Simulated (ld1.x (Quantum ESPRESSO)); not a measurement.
Input of ld1.x (Quantum ESPRESSO) 7.5:

```
 &input
   title='Se', zed=34., rel=1, dft='PZ', iswitch=3,
   config='[Ar] 3d10 4s2 4p4',
   nld=3, rlderiv=1.30, eminld=-18.0, emaxld=5.0, deld=0.04
 /
 &inputp
   pseudotype=3, lpaw=.true., tm=.true., lloc=-2, rcloc=0.90,
   nlcc=.true., new_core_ps=.true., rcore=0.70,
   which_augfun='PSQ', rmatch_augfun_nc=.true.,
   file_pseudopw='Se.UPF', file_wfcaegen='ae.wfc', file_wfcncgen='nc.wfc', file_beta='beta', file_chi='chi', file_wfcusgen='us.wfc'
 /
6
3S  1  0   2.00   0.00  0.75  0.80  0.0
4S  2  0   2.00   0.00  0.75  0.80  0.0
3P  2  1   6.00   0.00  0.90  1.05  0.0
4P  3  1   4.00   0.00  0.90  1.05  0.0
3D  3  2  10.00   0.00  1.00  1.20  0.0
3D  3  2   0.00  -3.40  1.00  1.20  0.0
 &test
   configts(1)='3s2 3p6 3d10 4s2 4p4'
 /
```

Command:
```bash
ld1.x < Se.in > Se.out
```

Functional and relativity: LDA (PZ), scalar-relativistic.

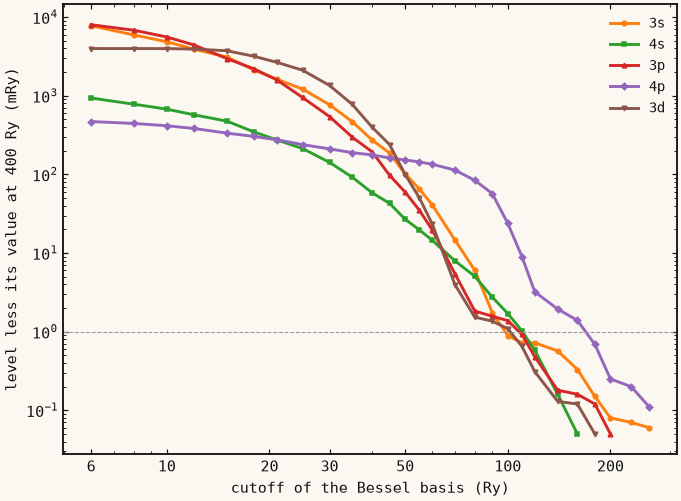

The pseudo-atom Hamiltonian at the reference potential is diagonalised in spherical Bessel functions (20 bohr box) up to the cutoff. Curves: distance of each valence level from its value at 400 Ry.

### Which occupied shell is the hardest?

4p: its level needs 180 Ry to come within 1 mRy, against 120 Ry for 4s.

### At which cutoff does each level come within 1 mRy for good?

3s: 100 Ry; 4s: 120 Ry; 3p: 110 Ry; 4p: 180 Ry; 3d: 110 Ry.

### From which cutoff is the occupation-weighted sum of levels good to 10 mRy, and to 1 mRy?

160 Ry and 260 Ry, on the ladder of cutoffs that was run.
